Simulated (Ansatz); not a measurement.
# Molecular dynamics, with input and output: Si₄NH₁₃ (part 3 of 3)

Si₄NH₁₃; RKS B3LYP-D4/6-31G* (Ansatz 0.2.0). It belongs to a series of runs on one base structure; here: dynamics from the highest image of the converged band.

Geometry of the input (Å):
```
Si 0.1041  -0.4306  -0.1897
H  -1.3904  -0.5112  1.2904
Si 2.2085  -0.3323  -1.3148
H  2.9596  -1.6256  -1.3079
H  1.9915  0.0412  -2.7427
H  3.1227  0.6953  -0.7260
Si -0.7773  1.7238  -0.1198
H  -2.2483  1.6900  -0.3111
H  -0.4510  2.3005  1.2155
H  -0.1796  2.6317  -1.1470
Si -1.1185  -2.1014  -1.2897
H  -2.0075  -2.8739  -0.3867
H  -1.9381  -1.4515  -2.3506
H  -0.1887  -3.0591  -1.9577
N  0.7865  -0.9758  1.5183
H  1.1667  -1.9225  1.5846
H  1.4333  -0.3210  1.9645
H  -0.3140  -0.8685  1.8517
```

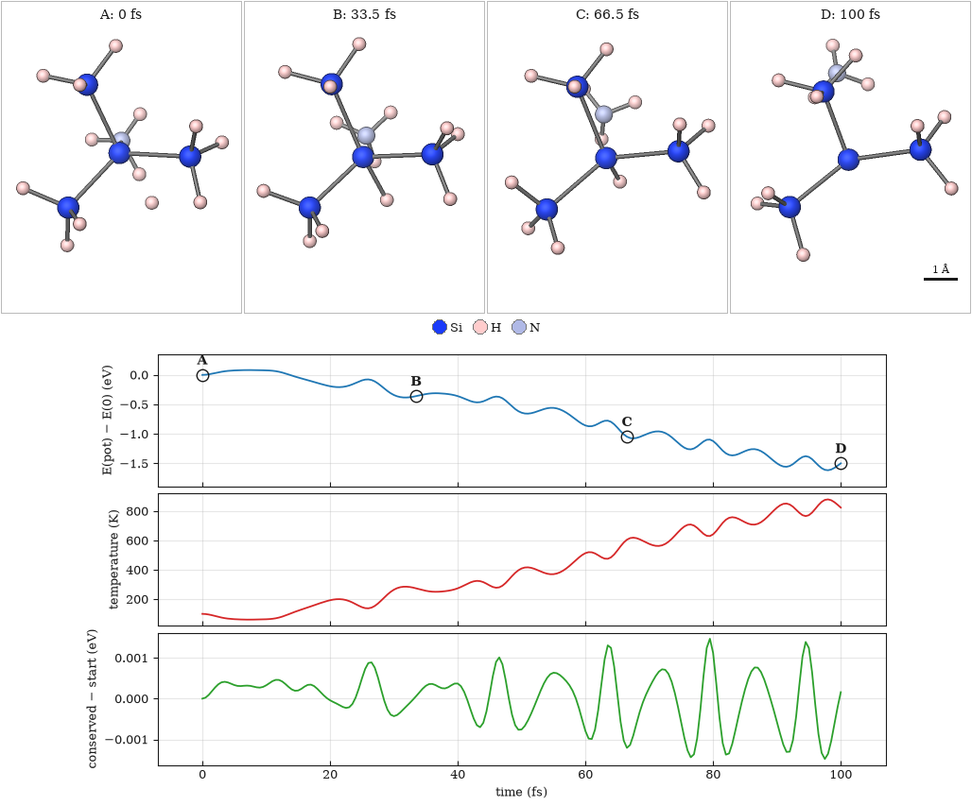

Figure 1. Frames of the molecular dynamics (ball-and-stick, seen at a tilt) above the curves, on which the letters mark them. The trajectory kept here has 201 frames over 100 fs. The temperature starts at 100 K, ranges from 61 to 880 K and averages 632 K over the second half. The potential energy ends 1.498 eV below its first value. The conserved quantity stays within 0.0029 eV. After an unweighted best fit of the last frame on the first, the root-mean-square displacement is 1.11 Å, and H16 has moved furthest (2.01 Å).

```
Total energy: -33212.70195094 eV, -1220.5442843191 hartree
Atom 0 at    -0.372306    -0.434700    -0.375741 Å, force    -0.237933    -0.278236     1.912798 eV/Å
Atom 1 at    -0.437370    -0.925354     1.162237 Å, force    -0.220536     0.513479    -1.503834 eV/Å
Atom 2 at     1.839450    -0.367373    -0.903689 Å, force     0.842952    -0.029290    -0.660431 eV/Å
Atom 3 at     2.541961    -1.671494    -0.890977 Å, force     0.065077    -0.103800     0.207375 eV/Å
Atom 4 at     1.796757    -0.021471    -2.369355 Å, force     0.057510     0.083329     0.107665 eV/Å
Atom 5 at     2.601732     0.707178    -0.227155 Å, force     0.033813    -0.000060     0.050783 eV/Å
Atom 6 at    -0.680130     1.926281    -0.411343 Å, force    -0.219923     0.402657    -0.056776 eV/Å
Atom 7 at    -2.068022     2.526944    -0.408141 Å, force     0.289096    -0.312988    -0.037852 eV/Å
Atom 8 at     0.033466     2.500082     0.776665 Å, force    -0.133982    -0.272661     0.012477 eV/Å
Atom 9 at     0.073875     2.526408    -1.563627 Å, force    -0.210936    -0.258055     0.007775 eV/Å
Atom 10 at    -1.218118    -2.179175    -1.713226 Å, force    -0.532081    -0.129342     0.514976 eV/Å
Atom 11 at    -0.868524    -3.454710    -0.984596 Å, force     0.064840     0.310171    -0.221938 eV/Å
Atom 12 at    -2.721676    -2.176729    -1.783836 Å, force     0.289610     0.051149    -0.192577 eV/Å
Atom 13 at    -0.590879    -2.178025    -3.058516 Å, force    -0.066898     0.015624    -0.040484 eV/Å
Atom 14 at     2.156527    -1.107479     2.373268 Å, force     0.132394    -0.286439    -0.275870 eV/Å
Atom 15 at     2.977114    -1.227005     2.974028 Å, force    -0.276559    -0.263262    -0.212926 eV/Å
Atom 16 at     1.561054    -0.435053     2.841103 Å, force    -0.279132    -0.010184     0.051330 eV/Å
Atom 17 at     1.642677    -1.997563     2.281058 Å, force     0.402690     0.567908     0.337509 eV/Å
Dipole moment:    -0.115503    -0.204002     0.421065 e Å
```

## Trajectory as extended XYZ (Å, eV, eV/Å), 12 of the 201 frames kept, from step=0 to step=200
```
18
Properties=species:S:1:pos:R:3:forces:R:3 step=0 time_fs=0.0 energy=-33211.20372 temperature=100.0
Si    0.1041   -0.4306   -0.1897    0.0357   0.0319  -0.0237
H    -1.3904   -0.5112    1.2904   -0.0110  -0.0311   0.0030
Si    2.2085   -0.3323   -1.3148   -0.0025  -0.0053   0.0064
H     2.9596   -1.6256   -1.3079    0.0027   0.0002   0.0019
H     1.9915    0.0412   -2.7427    0.0022  -0.0030  -0.0010
H     3.1227    0.6953   -0.7260   -0.0047  -0.0011  -0.0001
Si   -0.7773    1.7238   -0.1198   -0.0016  -0.0045   0.0109
H    -2.2483    1.6900   -0.3111    0.0007  -0.0012  -0.0055
H    -0.4510    2.3005    1.2155    0.0002  -0.0020  -0.0088
H    -0.1796    2.6317   -1.1470    0.0010   0.0085  -0.0072
Si   -1.1185   -2.1014   -1.2897   -0.0070   0.0090   0.0007
H    -2.0075   -2.8739   -0.3867    0.0082  -0.0112   0.0085
H    -1.9381   -1.4515   -2.3506   -0.0074  -0.0002   0.0182
H    -0.1887   -3.0591   -1.9577   -0.0019   0.0053  -0.0088
N     0.7865   -0.9758    1.5183   -0.0016  -0.0242   0.0111
H     1.1667   -1.9225    1.5846    0.0053  -0.0019  -0.0110
H     1.4333   -0.3210    1.9645   -0.0056  -0.0092   0.0061
H    -0.3140   -0.8685    1.8517   -0.0127   0.0400  -0.0008
18
Properties=species:S:1:pos:R:3:forces:R:3 step=18 time_fs=9.0 energy=-33211.12475 temperature=61.9
Si    0.0870   -0.4362   -0.1897   -0.6563  -0.0509  -0.1058
H    -1.4297   -0.5112    1.2411    0.0826   0.0695  -0.3766
Si    2.2067   -0.3225   -1.3158   -0.0912   0.0533   0.3318
H     2.9509   -1.6107   -1.2725    0.0722  -0.1312  -0.2014
H     1.9928    0.1361   -2.7193    0.0395  -0.1325   0.0029
H     3.1306    0.6590   -0.6734    0.0265   0.1156   0.0056
Si   -0.7524    1.7198   -0.1233   -0.5878  -0.2450  -0.0717
H    -2.2502    1.6682   -0.2046    0.3092   0.0696  -0.0213
H    -0.3728    2.1493    1.2599    0.0922   0.3118  -0.2346
H    -0.2578    2.6189   -1.2263    0.0865   0.0674   0.3379
Si   -1.1180   -2.1095   -1.2862   -0.2482  -0.0495  -0.3313
H    -2.0401   -2.9179   -0.4248    0.1508   0.1961  -0.1168
H    -1.8800   -1.4024   -2.3723   -0.0480  -0.1124   0.2359
H    -0.2444   -3.0731   -2.0231    0.0948   0.0066   0.0945
N     0.7666   -0.9574    1.5164    0.8168  -0.0253   0.1941
H     1.2653   -1.8448    1.5781   -0.0723  -0.3012  -0.0140
H     1.3883   -0.2503    1.9080    0.0129   0.2143   0.1932
H    -0.2031   -0.9344    1.9604   -0.0802  -0.0562   0.0776
18
Properties=species:S:1:pos:R:3:forces:R:3 step=36 time_fs=18.0 energy=-33211.34067 temperature=166.3
Si    0.0524   -0.4431   -0.1916   -0.9348  -0.0110  -0.0459
H    -1.3841   -0.4756    0.9362    0.2237  -0.0395  -0.1335
Si    2.2048   -0.3129   -1.3071    0.2974  -0.2931   0.4459
H     2.9623   -1.6236   -1.3687   -0.0738   0.2480  -0.0319
H     2.0136    0.1514   -2.7085   -0.0658   0.0044  -0.0237
H     3.1349    0.6698   -0.6374   -0.0598  -0.0887  -0.1249
Si   -0.7371    1.7097   -0.1282    0.3431   0.2455  -0.2264
H    -2.1963    1.6902   -0.1240   -0.4726   0.0628  -0.0119
H    -0.2321    2.2051    1.1879   -0.0425   0.0226   0.0941
H    -0.2554    2.6900   -1.1377    0.0826   0.1806  -0.1215
Si   -1.1192   -2.1179   -1.2917    0.3511   0.0428  -0.5340
H    -2.0406   -2.8984   -0.4610   -0.1641  -0.1873   0.3196
H    -1.9047   -1.3917   -2.3078   -0.2673   0.0502  -0.2279
H    -0.2407   -3.0800   -2.0272   -0.0035   0.0032   0.0100
N     0.7876   -0.9422    1.5324   -0.3289  -0.2685   0.3862
H     1.3024   -1.8186    1.5624    0.4423  -0.0460   0.0876
H     1.3164   -0.1717    1.9236    0.5335   0.0884   0.2259
H    -0.0946   -1.0266    2.0708    0.1393  -0.0143  -0.0877
18
Properties=species:S:1:pos:R:3:forces:R:3 step=55 time_fs=27.5 energy=-33211.34870 temperature=170.4
Si   -0.0069   -0.4505   -0.1975    0.8690   0.0558  -0.8326
H    -1.2293   -0.4924    0.6378   -0.9267  -0.2297   1.4645
Si    2.2070   -0.3088   -1.2874   -0.1894  -0.0634   0.0547
H     2.9800   -1.5635   -1.4938    0.1486  -0.2195   0.1448
H     1.9796    0.1644   -2.6876   -0.1572   0.0953   0.0874
H     3.1416    0.6700   -0.6575    0.1223   0.0874   0.0553
Si   -0.7189    1.7122   -0.1424   -0.0583   1.6025  -0.5146
H    -2.2241    1.7623   -0.0453    0.3598  -0.0271  -0.0145
H    -0.1398    2.2567    1.1425   -0.1996  -0.3560   0.1291
H    -0.2385    2.8214   -1.0539   -0.1757  -0.2740  -0.0940
Si   -1.1195   -2.1273   -1.3140   -0.5656  -0.2504  -0.7453
H    -2.0215   -2.9006   -0.3827    0.3303   0.1241  -0.1118
H    -2.0458   -1.4390   -2.2897    0.1640  -0.2825   0.0925
H    -0.2409   -3.0970   -2.0325   -0.0948  -0.0461  -0.1106
N     0.8308   -0.9365    1.5778    0.2132  -0.4321   0.6293
H     1.4847   -1.7179    1.5723   -0.0498  -0.4175  -0.1951
H     1.3826   -0.1903    1.9902   -0.0648   0.5815   0.0601
H     0.0459   -1.1496    2.2123    0.2745   0.0518  -0.0995
18
Properties=species:S:1:pos:R:3:forces:R:3 step=73 time_fs=36.5 energy=-33211.51434 temperature=250.4
Si   -0.0566   -0.4571   -0.2112   -0.3055  -0.1445   1.3810
H    -1.3232   -0.6193    0.9915    0.7501   0.2699  -0.9557
Si    2.2077   -0.3085   -1.2655   -0.2068  -0.0155   0.1029
H     3.0310   -1.5505   -1.5055   -0.1906   0.0883   0.0819
H     1.8456    0.2346   -2.6146    0.0442  -0.0606   0.0353
H     3.1788    0.6799   -0.6722   -0.1532  -0.0576   0.0253
Si   -0.7006    1.7505   -0.1663   -0.3551   0.3734   0.3674
H    -2.1705    1.8231    0.0154   -0.1335  -0.0092  -0.1424
H    -0.1664    2.0925    1.1973    0.1048   0.1348  -0.1139
H    -0.2891    2.8300   -1.1000    0.1956  -0.0165  -0.1455
Si   -1.1293   -2.1428   -1.3543   -0.3402  -0.4636  -0.3425
H    -1.8521   -2.8976   -0.2990   -0.0213  -0.1668  -0.0286
H    -2.1526   -1.6165   -2.2943   -0.0707   0.0659  -0.0794
H    -0.2952   -3.1272   -2.1059    0.0958   0.0933  -0.0262
N     0.9058   -0.9469    1.6507   -0.4215  -0.4944  -0.1517
H     1.5899   -1.6825    1.4985    0.4371   0.0306   0.2065
H     1.3401   -0.0985    1.9870    0.4661   0.2353   0.1706
H     0.2247   -1.2571    2.3594    0.1047   0.1374  -0.3849
18
Properties=species:S:1:pos:R:3:forces:R:3 step=91 time_fs=45.5 energy=-33211.58196 temperature=283.2
Si   -0.1100   -0.4660   -0.1964    2.1123   0.4715  -1.8097
H    -1.0267   -0.5968    0.8540   -1.7275  -0.2482   1.6488
Si    2.1992   -0.3079   -1.2400   -0.9144   0.0561   0.3690
H     3.0007   -1.5477   -1.4680   -0.0422  -0.0504  -0.0567
H     1.7391    0.2702   -2.5341    0.1871  -0.0872  -0.1858
H     3.1495    0.6854   -0.6465   -0.0407   0.0149   0.0901
Si   -0.6910    1.8014   -0.1849   -0.1389  -0.4063  -0.1890
H    -2.1628    1.8855   -0.0211   -0.1460   0.1302  -0.0426
H    -0.1360    2.0229    1.1876    0.1126   0.4702  -0.0611
H    -0.2354    2.7874   -1.2034    0.1177   0.0937   0.1619
Si   -1.1496   -2.1703   -1.4054   -0.0697  -0.2920  -0.3277
H    -1.6813   -2.9856   -0.2741   -0.1653  -0.1341  -0.1141
H    -2.2681   -1.7809   -2.3118   -0.0847   0.0378   0.0890
H    -0.2903   -3.0959   -2.2039    0.1076   0.1204   0.0139
N     1.0017   -0.9657    1.7137    0.3107  -0.4384   0.0864
H     1.8097   -1.5683    1.5791   -0.0031  -0.3818   0.1405
H     1.3894   -0.0824    2.0130   -0.0676   0.4728   0.3885
H     0.3638   -1.3414    2.4305    0.4521   0.1709  -0.2015
18
Properties=species:S:1:pos:R:3:forces:R:3 step=109 time_fs=54.5 energy=-33211.76197 temperature=370.2
Si   -0.1333   -0.4670   -0.1975   -0.5513   0.1129   0.7614
H    -1.2346   -0.6310    1.0826    1.2169   0.0499  -1.1370
Si    2.1666   -0.3060   -1.2064   -1.1596   0.0085   0.0157
H     2.9272   -1.5631   -1.4502    0.0528  -0.0744   0.1119
H     1.7727    0.2374   -2.5486    0.1708  -0.0287   0.0629
H     3.0766    0.6864   -0.5619    0.0132  -0.0232   0.0795
Si   -0.6873    1.8436   -0.2050   -0.0061  -0.0639  -0.0520
H    -2.1825    2.0336   -0.1062    0.3720   0.0555  -0.0047
H    -0.0487    2.2595    1.0989   -0.2180   0.0092  -0.1198
H    -0.0972    2.7828   -1.2201   -0.1600  -0.1932   0.0320
Si   -1.1738   -2.2062   -1.4628   -0.1449  -0.1081   0.3040
H    -1.5932   -3.1538   -0.3667    0.0404   0.0841  -0.2582
H    -2.4155   -1.9135   -2.2617    0.2631   0.0741   0.0946
H    -0.2077   -2.9721   -2.3065   -0.0396   0.1233  -0.0933
N     1.1363   -0.9860    1.7751   -0.4007  -0.7641   1.0356
H     1.9925   -1.5436    1.7641    0.1930   0.2038  -0.1958
H     1.3561   -0.0739    2.1576    0.3470   0.3940  -0.0278
H     0.5598   -1.4172    2.5210    0.0108   0.1402  -0.6091
18
Properties=species:S:1:pos:R:3:forces:R:3 step=127 time_fs=63.5 energy=-33211.97868 temperature=475.3
Si   -0.1588   -0.4627   -0.1950    1.4333   0.5962  -3.0329
H    -0.9178   -0.6984    0.9252   -1.1715  -0.6080   2.4741
Si    2.1049   -0.3054   -1.1698   -0.5292  -0.3528   0.3070
H     2.8613   -1.5982   -1.3433   -0.1555   0.1679   0.2328
H     1.9169    0.1992   -2.5591   -0.0541   0.1203   0.0160
H     2.9920    0.6555   -0.4275   -0.1302  -0.1228  -0.0520
Si   -0.6805    1.8816   -0.2279    0.2925  -0.0441  -0.1956
H    -2.1103    2.2355   -0.1868   -0.3667  -0.0048  -0.0149
H    -0.0791    2.5223    0.9817   -0.0146  -0.2764   0.2630
H    -0.0326    2.7027   -1.2740    0.0097  -0.0450  -0.4152
Si   -1.1968   -2.2426   -1.5150    0.6024   0.6581   0.1323
H    -1.5110   -3.3317   -0.5600    0.0671  -0.1468   0.1775
H    -2.4717   -1.9738   -2.2058   -0.1778   0.1395  -0.2603
H    -0.1640   -2.7621   -2.4661   -0.2070  -0.0164  -0.0599
N     1.2830   -1.0118    1.8715    0.0905  -0.3923   0.1314
H     2.2126   -1.4293    1.8631   -0.1403  -0.2973   0.1572
H     1.4144   -0.0763    2.2294   -0.1717   0.3165   0.3530
H     0.6407   -1.5331    2.4881    0.6229   0.3081  -0.2136
18
Properties=species:S:1:pos:R:3:forces:R:3 step=145 time_fs=72.5 energy=-33212.18840 temperature=576.5
Si   -0.1759   -0.4525   -0.2266   -1.1782  -0.5774   1.0959
H    -0.7141   -0.9136    1.2712    0.3510   0.6454  -1.8835
Si    2.0261   -0.3119   -1.1263   -0.1638  -0.1434   0.5042
H     2.7355   -1.6076   -1.1017    0.0486  -0.2646  -0.1086
H     2.0298    0.2200   -2.5246   -0.1460  -0.0734   0.0814
H     2.8553    0.5926   -0.2963    0.0598   0.2360   0.0582
Si   -0.6707    1.9213   -0.2572   -0.4676  -0.0967  -0.5108
H    -2.1063    2.3836   -0.2853    0.1972  -0.2734  -0.0475
H    -0.1335    2.5821    0.9756    0.2072  -0.1808  -0.1196
H    -0.0188    2.5166   -1.4888   -0.0690  -0.0975   0.4143
Si   -1.2102   -2.2643   -1.5623    0.0934   0.7791  -0.0644
H    -1.3630   -3.5074   -0.7285    0.0396   0.2759  -0.0839
H    -2.5211   -1.9602   -2.2383    0.1634  -0.0604   0.2398
H    -0.2491   -2.5584   -2.6703   -0.0362  -0.0880   0.0732
N     1.4542   -1.0302    1.9706    0.3050  -0.9650   0.2798
H     2.3954   -1.4204    2.0595   -0.0167   0.3291   0.2408
H     1.4089   -0.1195    2.4117    0.2362   0.1497   0.2164
H     0.8251   -1.6513    2.5062    0.3761   0.4055  -0.3857
18
Properties=species:S:1:pos:R:3:forces:R:3 step=164 time_fs=82.0 energy=-33212.53189 temperature=741.5
Si   -0.2187   -0.4475   -0.2623   -0.8976   0.2355  -1.2384
H    -0.4053   -0.9335    1.0787   -0.2385  -0.1899   0.7294
Si    1.9418   -0.3258   -1.0620    0.6884  -0.2277   0.8010
H     2.5831   -1.6754   -0.9277    0.0430   0.1986  -0.2575
H     2.0389    0.1968   -2.4565   -0.1215  -0.1434  -0.0220
H     2.7027    0.6255   -0.1845   -0.0074  -0.0531  -0.2268
Si   -0.6708    1.9534   -0.2998   -0.3736  -1.2689  -0.2499
H    -2.0907    2.3933   -0.4150    0.0491   0.0434   0.1292
H    -0.0366    2.5234    0.9236    0.0181   0.0887  -0.1380
H     0.0151    2.3268   -1.5557    0.1718   0.3930  -0.0062
Si   -1.2162   -2.2607   -1.6139    0.2511   1.0036  -0.0850
H    -1.1836   -3.5738   -0.9019   -0.0723   0.1528   0.0857
H    -2.5746   -1.9706   -2.1547   -0.1104  -0.1225   0.1841
H    -0.3722   -2.4124   -2.8346    0.0826  -0.0479   0.0388
N     1.6720   -1.0574    2.0856    0.4874  -0.4942   0.9331
H     2.6163   -1.3024    2.4102   -0.1369  -0.3085  -0.2443
H     1.4970   -0.2285    2.6503   -0.3752   0.2989  -0.0911
H     1.0385   -1.7761    2.4895    0.5419   0.4417  -0.3420
18
Properties=species:S:1:pos:R:3:forces:R:3 step=182 time_fs=91.0 energy=-33212.75526 temperature=849.7
Si   -0.2836   -0.4410   -0.3180   -0.8991  -0.1594   0.3097
H    -0.3286   -0.9610    1.0971   -0.2229   0.2205  -0.3187
Si    1.8782   -0.3446   -0.9819    0.8748  -0.1771  -0.0754
H     2.5070   -1.6907   -0.9293    0.1728   0.0302   0.0664
H     1.9462    0.0819   -2.4108   -0.0819   0.0363  -0.0476
H     2.5979    0.6800   -0.1886    0.1909  -0.0039  -0.0144
Si   -0.6781    1.9516   -0.3506    0.4185  -0.9878  -0.4300
H    -2.0690    2.4264   -0.4523   -0.2049   0.1789   0.1043
H     0.0742    2.5167    0.7980   -0.2057   0.0233   0.2127
H     0.1080    2.3884   -1.5416   -0.2059   0.0912  -0.0522
Si   -1.2159   -2.2294   -1.6655   -0.0271   0.8107   0.0738
H    -1.0569   -3.5358   -0.9894    0.1013  -0.0819   0.2116
H    -2.6687   -2.0632   -1.9487    0.0046  -0.0089  -0.0915
H    -0.4527   -2.3073   -2.9466   -0.1082   0.0453   0.0261
N     1.9132   -1.0791    2.2320   -0.2600  -0.9802  -0.1829
H     2.8167   -1.3046    2.6531   -0.2011   0.2736   0.1178
H     1.4708   -0.3131    2.7291    0.1966   0.0981   0.2170
H     1.3066   -1.9046    2.3893    0.4572   0.5909  -0.1267
18
Properties=species:S:1:pos:R:3:forces:R:3 step=200 time_fs=100.0 energy=-33212.70160 temperature=824.3
Si   -0.3723   -0.4347   -0.3757   -0.2379  -0.2782   1.9128
H    -0.4374   -0.9254    1.1622   -0.2205   0.5135  -1.5038
Si    1.8394   -0.3674   -0.9037    0.8430  -0.0293  -0.6604
H     2.5420   -1.6715   -0.8910    0.0651  -0.1038   0.2074
H     1.7968   -0.0215   -2.3694    0.0575   0.0833   0.1077
H     2.6017    0.7072   -0.2272    0.0338  -0.0001   0.0508
Si   -0.6801    1.9263   -0.4113   -0.2199   0.4027  -0.0568
H    -2.0680    2.5269   -0.4081    0.2891  -0.3130  -0.0379
H     0.0335    2.5001    0.7767   -0.1340  -0.2727   0.0125
H     0.0739    2.5264   -1.5636   -0.2109  -0.2581   0.0078
Si   -1.2181   -2.1792   -1.7132   -0.5321  -0.1293   0.5150
H    -0.8685   -3.4547   -0.9846    0.0648   0.3102  -0.2219
H    -2.7217   -2.1767   -1.7838    0.2896   0.0511  -0.1926
H    -0.5909   -2.1780   -3.0585   -0.0669   0.0156  -0.0405
N     2.1565   -1.1075    2.3733    0.1324  -0.2864  -0.2759
H     2.9771   -1.2270    2.9740   -0.2766  -0.2633  -0.2129
H     1.5611   -0.4351    2.8411   -0.2791  -0.0102   0.0513
H     1.6427   -1.9976    2.2811    0.4027   0.5679   0.3375
```
